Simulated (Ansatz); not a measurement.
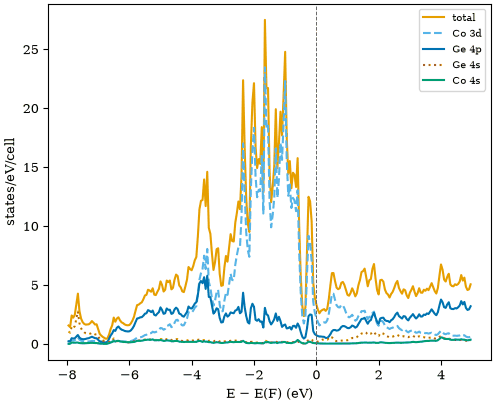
Total and projected density of states of Co$_{5}$Ge$_{7}$ in space group I4mm (No. 107; Pearson symbol tI24), the program Ansatz at the r²SCAN level (PAW)

Question: Which orbitals carry the states next to the Fermi level?

Answer: Within 0.5 eV of the Fermi level: Co 3d 70 %, Ge 4p 20 %, Ge 4s 6 %. Projections are on Löwdin-orthogonalised atomic valence shells; empty p or d shells of many metals are not among them.

Question: Where is the tallest occupied peak in this window, and what makes it?

Answer: Near -1.6 eV, about 28 states/eV per cell; the largest projected share is Co 3d.

The start of the workflow was typed in or built on a structure type; neither database checked (COD, Materials Project) lists it. Its standing as an ambient phase is unchecked. The cell was relaxed with r²SCAN under the symmetry of its start; whether a distortion lowers the energy is not shown. The workflow began spin-polarised and lost its moments. Scalar-relativistic: spin–orbit coupling is off unless named, which matters more the heavier the elements.

Potentials: the earlier of the program's two PAW sets.
